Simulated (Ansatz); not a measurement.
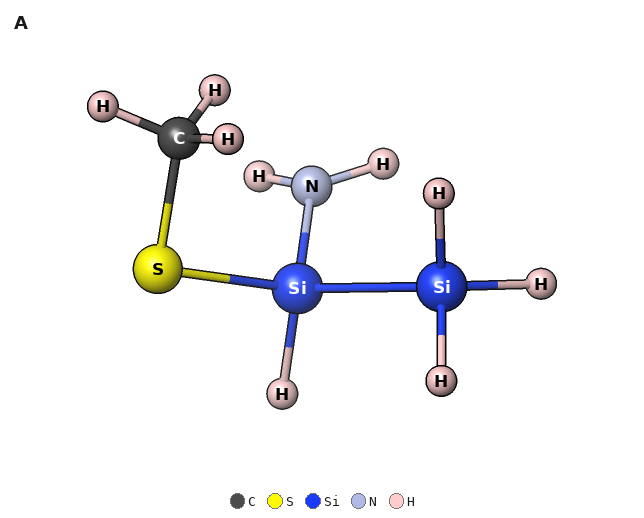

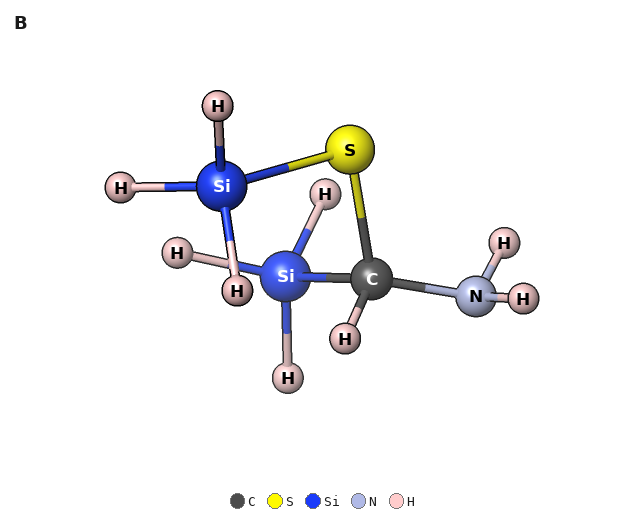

2 stationary structures of one formula. Geometries: PBE-D4/def2-SVP. Electronic energies: PBE-D4/def2-SVP (Ansatz 0.2.0), without zero-point energy. No frequency run is at hand to confirm each as a minimum. Each is one conformer, not always the lowest.

**How are they related?**

They are constitutional isomers of CH9NSSi2: A `CS[Si@@H](N)[SiH3]`, B `N[C@H]([SiH3])S[SiH3]`.

**Which is lowest in energy, and by how much?**

A is lowest; B lies 114.9 kJ/mol above it.
